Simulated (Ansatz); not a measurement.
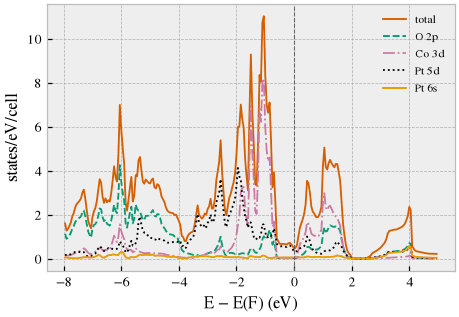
Total and projected density of states of CoPtO2 in space group R-3m (No. 166; Co on 3b, Pt on 3a, O on 6c), PBE in the plane-wave PAW code Ansatz

Problem. Which orbitals carry the states next to the Fermi level?

Solution. Within 0.5 eV of the Fermi level: Pt 5d 45 %, Co 3d 34 %, O 2p 9 %. Projections are on Löwdin-orthogonalised atomic valence shells; empty p or d shells of many metals are not among them.

Problem. Where is the tallest occupied peak in this window, and what makes it?

Solution. Near -1.0 eV, about 11 states/eV per cell; the largest projected share is Co 3d.

The cell was relaxed with PBE under the symmetry of its start. No spin polarisation was allowed. No Hubbard U is applied. Without spin polarisation and U, an open-shell compound can come out a false metal. Spin–orbit coupling is left out wherever it is not named.

Potentials: the earlier of the program's two PAW sets.
